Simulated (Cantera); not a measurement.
Feed: 1 mol MgO, 1.5 mol SO₃, 0.11 mol O₂, at 13.0 mbar.

Method: chemical equilibrium by Gibbs-energy minimisation in Cantera with the NASA 1993 tables (ideal gas, pure condensed phases). Candidate condensed phases: Mg, MgO, MgS, MgSO₄, S; 14 gas species. Equilibrium is a limit: real reactors are often held back by kinetics, nucleation or transport.

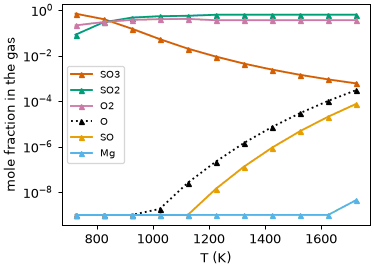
Fig. 1. Equilibrium gas composition (values under 1e-9 drawn at 1e-9)

Task: Read off the mole fractions at 1525 K.

Result: SO₂ about 0.63, O₂ about 0.36, SO₃ about 0.0014, O about 3.0e-5, SO about 4.8e-6.
